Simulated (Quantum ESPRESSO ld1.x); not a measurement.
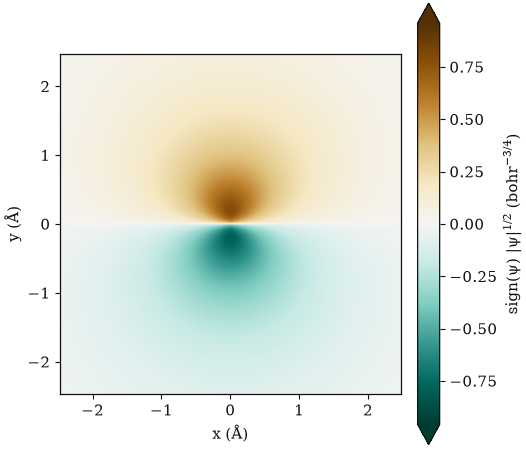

**Figure 1.** The 2p(y) orbital of up spin. In the xy plane through the nucleus, the colour gives the signed square root of ψ. (1 bohr = 0.529 Å.) The radial function comes from the spherical calculation and is multiplied by a real spherical harmonic; the overall sign is chosen so that the largest lobe of P(r) is positive; at the scalar-relativistic level it is the large component. It has the nodal plane xz and no radial node. The maximum of P² lies at 0.951 bohr, ⟨r⟩ = 1.43 bohr, 90 % of the charge lies within 2.49 bohr, and the eigenvalue is −8.34 eV, with 3 electrons in the shell for this spin.

Run report: N, atomic calculation

- system: the neutral nitrogen atom in the configuration [He] 2s2 2p3 (high spin).
- method: scalar-relativistic Kohn-Sham, LDA (Slater exchange, Perdew-Zunger correlation), spin-polarised, spherical densities, point nucleus (Quantum ESPRESSO ld1.x 7.5)

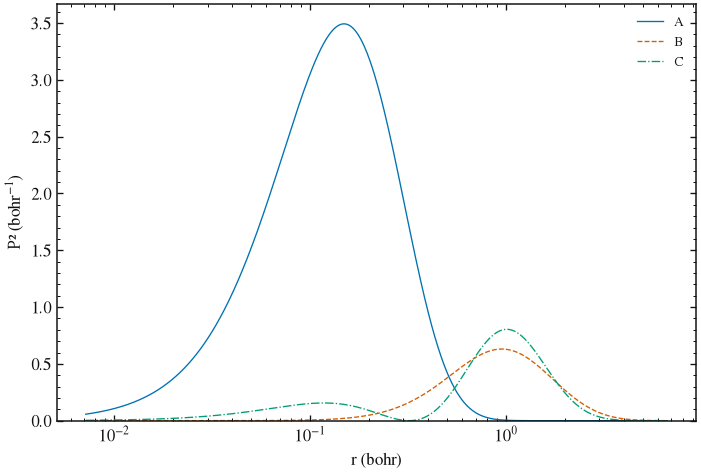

**Figure 2.** The radial probability densities P² of 1s up, 2s up and 2p up. A is 1s up; B is 2p up; C is 2s up. 1s up: outer maximum at 0.149 bohr, ⟨r⟩ = 0.232 bohr, 0 nodes, eigenvalue −381.1 eV; 2s up: outer maximum at 1.01 bohr, ⟨r⟩ = 1.31 bohr, 1 node, eigenvalue −19.6 eV; 2p up: outer maximum at 0.951 bohr, ⟨r⟩ = 1.43 bohr, 0 nodes, eigenvalue −8.34 eV.

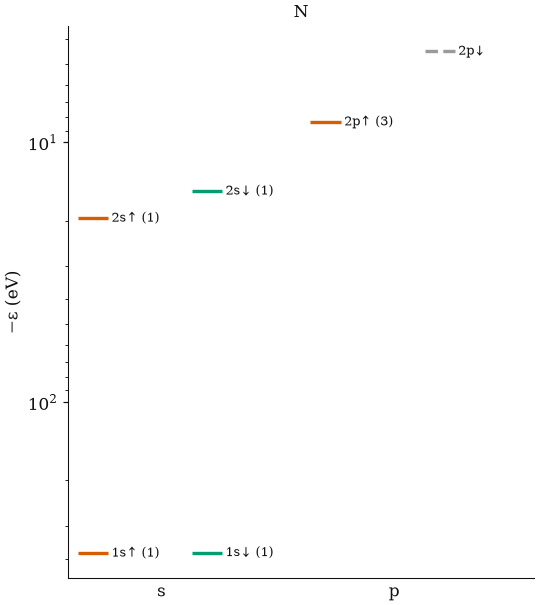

**Figure 3.** The occupied levels and a few empty ones, on a logarithmic scale of binding energy, are drawn (occupations in brackets, up spins at the left of each column and down spins at the right, empty levels dashed). The highest occupied level is 2p up at −8.34 eV. From the top down the occupied levels run 2p up (−8.34 eV), 2s down (−15.4 eV), 2s up (−19.6 eV), 1s down (−379.4 eV), 1s up (−381.1 eV). The lowest empty level drawn is 2p down at −4.46 eV. The largest exchange splitting (down less up) among the shells drawn in both spins is that of 2s, 4.18 eV. The measured ionisation energy (NIST) is 14.5 eV; minus the highest level, 8.34 eV, lies 43 % below it, as is usual for a semilocal functional, whose potential decays too fast.

These pictures come from the run below.

## The input
```
 &input
    atom='N',
    iswitch=1,
    rel=1,
    lsd=1,
    dft='PZ',
    config='[He] 2s2 2p3',
    prefix='ld1',
    max_out_wfc=37,
    file_charge='ld1.rho',
 /
```

## The program's output
```
     Program LD1 v.7.5 starts

     --------------------------- All-electron run ----------------------------

     scalar relativistic calculation

     atomic number is  7.00
     dft =PZ   lsd =1 sic =0 latt =0  beta=0.20 tr2=1.0E-14
     Exchange-correlation= PZ
                           (   1   1   0   0   0   0   0)
     mesh =1819 r(mesh) =  99.29447 a.u. xmin = -8.00 dx = 0.00800
     1 Ry =  13.60569312 eV, c = 137.03599908

     n l     nl                  e(Ry)          e(Ha)          e(eV)
     1 0     1S 1( 1.00)       -28.0101       -14.0051      -381.0971
     2 0     2S 1( 1.00)        -1.4391        -0.7196       -19.5803
     2 1     2P 1( 3.00)        -0.6133        -0.3066        -8.3441
     1 0     1S 2( 1.00)       -27.8836       -13.9418      -379.3759
     2 0     2S 2( 1.00)        -1.1319        -0.5659       -15.4001
     2 1     2P 2( 0.00)        -0.3278        -0.1639        -4.4604

     final scf error:  1.6E-15 reached in  17 iterations

     Etot =    -108.320380 Ry,     -54.160190 Ha,   -1473.773856 eV
     Total magnetization:    3.00 Bohr mag.

     Ekin =     107.888689 Ry,      53.944345 Ha,    1467.900395 eV
     Encl =    -255.669187 Ry,    -127.834593 Ha,   -3478.556496 eV
     Eh   =      52.019670 Ry,      26.009835 Ha,     707.763660 eV
     Exc  =     -12.559552 Ry,      -6.279776 Ha,    -170.881416 eV

     normalization and overlap integrals

     s(1S/1S) =  1.000000  <r> =   0.2317  <r2> =    0.0727  r(max) =   0.1487
     s(1S/2S) = -0.000164
     s(2S/2S) =  1.000000  <r> =   1.3133  <r2> =    2.0920  r(max) =   1.0142
     s(2P/2P) =  1.000000  <r> =   1.4313  <r2> =    2.6858  r(max) =   0.9513
     s(1S/1S) =  1.000000  <r> =   0.2307  <r2> =    0.0720  r(max) =   0.1487
     s(1S/2S) = -0.000156
     s(2S/2S) =  1.000000  <r> =   1.3804  <r2> =    2.3361  r(max) =   1.0388
     s(2P/2P) =  1.000000  <r> =   1.6710  <r2> =    3.8085  r(max) =   1.0142

     ------------------------ End of All-electron run ------------------------
```

## Key numbers

- outcome: converged
- total energy: −54.160190 hartree
- kinetic energy: 53.944344 hartree
- electron–nucleus energy: −127.834593 hartree
- Hartree energy: 26.009835 hartree
- exchange–correlation energy: −6.279776 hartree
- radius at density 0.001 e/bohr³: 3.42 bohr
- SCF iterations: 17
- hardware: 1 CPU thread, shared host
- wall time: 0.56 s
